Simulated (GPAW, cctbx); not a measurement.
# Ba3Zn: deformation density and structure factors from DFT

Aim: compute the bonding part of the density of Ba3Zn, find which reflections carry it, and see how it biases an ordinary refinement.

The start was made by putting kin elements into a known structure type; the compound need not exist, or be stable, in this form. All numbers below are calculated.

## Step 1: Find the equilibrium geometry

The density hangs on the geometry, so cell and atoms are relaxed first, with the symmetry held. The cutoff is set higher than for the density because stress converges slowly with plane waves.

Settings: GPAW 26.7.0, PBE, 570 eV, 4×4×4 k-points, Fermi–Dirac width 0.1 eV, BFGS to 0.03 eV/Å.

```text
cell
1.0
     0.000000000    4.360500000    4.360500000
     4.360500000    0.000000000    4.360500000
     4.360500000    4.360500000    0.000000000
Ba Zn
3 1
Direct
0.750000000 0.750000000 0.750000000
0.250000000 0.250000000 0.250000000
0.500000000 0.500000000 0.500000000
0.000000000 0.000000000 0.000000000
```

```console
$ OMP_NUM_THREADS=1 mpirun -n 4 gpaw python run.py > gpaw.log
```

```text
BFGS:    0       -6.245410        0.196085
BFGS:    1       -6.247066        0.190973
BFGS:    2       -6.278935        0.007370
cell  6.3346 6.3346 6.3346  60.00 60.00 60.00
volume 179.736 A^3, largest force 0.000 eV/A, largest stress 0.03 GPa
```

After 2 steps the volume has changed by +8.4 % and the energy by -0.034 eV; the largest stress left is 0.03 GPa. It took 33 s on 4 cores of Intel(R) Xeon(R) Platinum 8488C (Sapphire Rapids) (shared host), peak memory 1 GiB.

Relaxed structure: Fm-3m (no. 225), a = 8.9584 Å, b = 8.9584 Å, c = 8.9584 Å, α = 90.00°, β = 90.00°, γ = 90.00°.

```csv
atom,mult.,x,y,z
Ba1,8,1/4,1/4,3/4
Ba2,4,1/2,0,0
Zn1,4,0,0,0
```

## Step 2: Density and charge transfer

X-rays see the whole electron density, so the PAW density is rebuilt with its core regions. Subtracting spherical free atoms from the same code cancels the cores and leaves the deformation density Δρ, the part due to bonding.

Settings: PBE, 450 eV, 5×5×5 k-points, Fermi–Dirac width 0.1 eV; primitive cell of 4 atoms.

```console
$ OMP_NUM_THREADS=1 mpirun -n 4 gpaw python run.py > gpaw.log
```

```text
|iter:   1|       0s |   -6.567245 | +0.73 |       |
|iter:   2|       0s |   -6.657307 | -1.49 | -1.24 |
|iter:   3|       1s |   -6.216984 | -1.53 | -1.29 |
...
|iter:  17|       7s |   -6.163950c| -7.04 | -4.96c|
|iter:  18|       7s |   -6.163951c| -7.30 | -5.12c|
|iter:  19|       8s |   -6.163951c| -7.57c| -5.45c|
```

```text
grid (64, 64, 64)  electrons 198.000  moved by bonding 0.581 e
deformation density beyond 0.5 A of the nuclei: max 0.027, min -0.043 e/A^3
atom        x       y       z   Voronoi charge  moment
Ba1    0.7500  0.7500  0.7500      0.033       0.00
Ba2    0.2500  0.2500  0.2500      0.033       0.00
Ba3    0.5000  0.5000  0.5000      0.002       0.00
Zn4    0.0000  0.0000  0.0000     -0.067       0.00
mean inner potential of superposed free atoms 15.191 V
total magnetic moment 0.000 muB
```

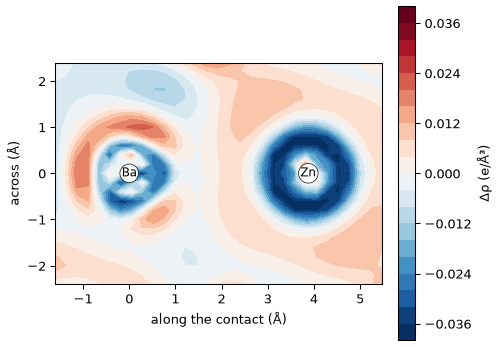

Deformation density in a plane through the shortest contact of the Ba atom at the origin; red gains electrons, blue loses them.

Zn gains most (-0.07 e) and Ba loses most (+0.02 e), in averages over each element's sites, as electronegativity suggests. Along the shortest contact from the Ba atom at the map's origin, Ba–Zn at 3.88 Å, Δρ is 0.00 e/Å³ at the midpoint: little piles up between the atoms, as is usual in a metallic crystal, which this run finds. At the midpoints of other shortest contacts it is -0.01 (Ba–Ba, 3.88 Å) e/Å³. Point values carry grid noise of about 0.01 e/Å³. The run needed 19 iterations, 14 s.

## Step 3: From the density to structure factors

The Fourier components of Δρ, added to those of the free atoms, give the static X-ray structure factors; the Mott–Bethe relation turns them into the Fourier components V of the potential that fast electrons feel.

```text
static structure factors of the conventional cell: F in electrons, V (Mott-Bethe) in volts
   h  k  l      d  |F| table  |F| free   |F| DFT   change   |V| free  |V| DFT  change %
   1  1  1  5.1721    93.150    93.403    93.566    0.163     1.807    1.780     -1.5
   0  2  0  4.4792    91.287    91.468    91.673    0.205     1.603    1.577     -1.6
   0  2  2  3.1673   671.284   671.306   670.767   -0.539     7.719    7.754      0.4
   1  3  1  2.7011    82.936    83.173    83.725    0.552     0.969    0.943     -2.7
   2  2  2  2.5861    81.995    82.292    83.114    0.823     0.926    0.891     -3.8
   0  4  0  2.2396   610.953   610.823   610.678   -0.145     5.794    5.798      0.1
   1  3  3  2.0552    76.513    77.140    77.203    0.063     0.723    0.722     -0.2
   0  4  2  2.0032    75.876    76.526    76.584    0.058     0.703    0.701     -0.2
   2  4  2  1.8286   567.432   567.278   566.718   -0.561     4.791    4.803      0.2
   3  3  3  1.7240    72.230    72.914    72.398   -0.516     0.589    0.599      1.7
   1  5  1  1.7240    72.230    72.914    72.889   -0.025     0.589    0.590      0.1
   0  4  4  1.5836   533.905   533.639   533.248   -0.391     4.131    4.137      0.2
   1  5  3  1.5142    69.356    69.914    69.632   -0.283     0.498    0.502      0.8
   2  4  4  1.4931    69.065    69.602    69.439   -0.164     0.489    0.491      0.5
```

The largest X-ray change is +0.82 e on 222, 1.0 % of |F|. For electrons V goes as (Z − F)/g², so a change of F counts against Z − F, which is small at low angle and wherever the atoms' terms cancel: |V| of 222 moves by -3.8 % (0.93 to 0.89 V) against +1.0 % in |F|. The last three rows still change by up to 0.39 e; the table stops while the angles are still low. The tabulated Hartree–Fock atoms differ from the free DFT atoms by up to 0.68 e, so the choice of reference atom matters too.

## Step 4: How cheap can the run be?

Cutoff and k-mesh: one is changed at a time, to find what the result needs.

```
         run  ΔF 222 (e)  ΔF 242 (e)  ΔF 131 (e)  q(Zn) (e)  moved (e)   time
450 eV 5×5×5      +0.823      -0.561      +0.552     -0.067      0.581   14 s
250 eV 5×5×5      +0.845      -0.574      +0.573     -0.069      0.614   11 s
350 eV 5×5×5      +0.827      -0.568      +0.557     -0.067      0.580   12 s
750 eV 5×5×5      +0.822      -0.562      +0.553     -0.068      0.586   26 s
450 eV 2×2×2      +0.891      -0.604      +0.571     -0.051      0.620  8.4 s
450 eV 3×3×3      +0.830      -0.550      +0.543     -0.063      0.576   12 s
```

Within 0.02 e of the base on all three: 450 eV 3×3×3, 350 eV 5×5×5 and 750 eV 5×5×5. The largest error, 0.068 e, comes with 450 eV 2×2×2. Times are from shared hosts.

## Step 5: Refining ordinary atoms against data with bonding

Routine crystallography fits spherical atoms. To see the bias, intensities are simulated from tabulated atoms plus the DFT change ΔF, so that bonding alone can misfit (11790 reflections of the full sphere, merged to the counts below, to 0.4 Å, 0.5 % proportional noise plus counting noise, assumed isotropic U as listed, Δρ smeared by the mean U) and refined with cctbx over different ranges.

| range | data | R1 | GooF | U Ba1 (true 0.0062) | U Ba2 (true 0.0062) | U Zn1 (true 0.0078) | largest shift (Å) | Δρ max, min (e/Å³) |
| --- | --- | --- | --- | --- | --- | --- | --- | --- |
| all data | 350 | 0.0026 | 0.95 | 0.0062 | 0.0062 | 0.0078 | 0.0000 | 0.16, -0.20 |
| low resolution, d > 0.84 | 52 | 0.0015 | 0.84 | 0.0062 | 0.0062 | 0.0078 | 0.0000 | 0.05, -0.06 |
| high order, d < 0.75 | 281 | 0.0032 | 0.97 | 0.0062 | 0.0062 | 0.0078 | 0.0000 | 0.17, -0.19 |
| occupancies free, d > 0.7 | 80 | 0.0015 | 0.82 | 0.0062 | 0.0062 | 0.0078 | 0.0000 | 0.07, -0.06 |

With all data GooF is 0.95, so at this noise the bonding hardly shows; the top residual peak, near noise level, lies 0.44 Å from Ba and 3.64 Å from Ba. No U is off by more than 3 s.u. at low resolution. Symmetry fixes every coordinate, so the shifts are zero by construction. With Ba1 held at 1 and the scale free, the other occupancies refine to Ba2 1.000(0.001) and Zn1 0.999(0.001), within three s.u. of full.

## Step 6: Answer

Bonding moves 0.58 e in the primitive cell of Ba3Zn and changes the structure factors of the conventional cell in the table above by at most 0.82 e (222, 1.0 %). The shortest bond, Ba–Zn, has Δρ = 0.00 e/Å³ at its midpoint, with no localised bond charge. Within 0.02 e of the base on all three: 450 eV 3×3×3, 350 eV 5×5×5 and 750 eV 5×5×5. The largest error, 0.068 e, comes with 450 eV 2×2×2. With all data GooF is 0.95, so at this noise the bonding hardly shows. Limits: static density, frozen cores, no spin–orbit coupling.

[Outputs are excerpts: Python notices, other lines and further rows are left out; steps that failed or that the build refused (PBEsol, TPSS) are not shown.]

[Logs are printed without paths, hosts, clocks, repeated set-up lines and the standing remarks that a program may print on its own settings, such as how far it seeks lower states.]
